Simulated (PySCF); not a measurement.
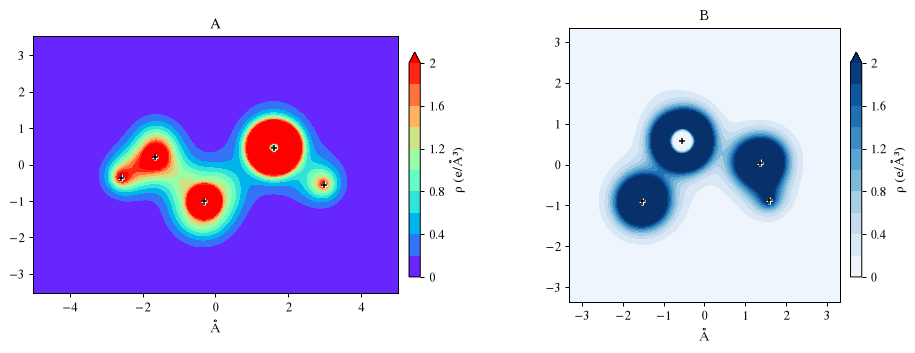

The electron density of 2 systems, each on a plane through atoms (crosses mark nuclei in the plane).

Level of theory: wB97X-D/def2-SVPD, SCF density, gas phase, scalar-relativistic core potentials on the heavy atoms in PySCF 2.14.0.

System 1: CH₆SSn, the plane of atoms Sn1, S2 and C3. Geometry: PBE0-D3(BJ)/def2-SVP; core potentials replace the inner electrons of Sn.

```csv
atom,x (Å),y (Å),z (Å)
Sn,-0.3719,0.8495,-1.3335
S,-0.4389,0.8002,1.0842
C,0.3532,-0.8122,1.3904
H,-0.2190,-1.6416,0.9501
H,0.3730,-0.9470,2.4809
H,1.3885,-0.8402,1.0209
H,1.2602,0.8363,-1.8612
H,-1.1637,2.2914,-1.7931
H,-1.1813,-0.5365,-1.9388
```

System 2: H₂O₄Ta (charge −1), the plane of atoms O3, Ta1 and H5. Geometry: PBE0-D3(BJ)/def2-SVP; core potentials replace the inner electrons of Ta.

```xyz
7

Ta    0.1872    0.0905    0.4006
O     0.3126    0.4270    2.1385
O     1.7968    0.0612   -0.3524
O    -0.8828    1.5084   -0.4883
H    -0.5332    1.8753   -1.3042
O    -0.6569   -1.6847    0.1124
H    -0.2236   -2.2778   -0.5066
```

### Which map belongs to which system?

Panel A is system 1, CH₆SSn: the plane holds Sn, S, C and H. C–S (1.82 Å): ρ at the midpoint is about 1.2 e/Å³. Panel B is system 2, H₂O₄Ta: the plane holds Ta, O and H. Ta1···H5 (2.57 Å): the density falls to about 0.61 e/Å³ on the way.
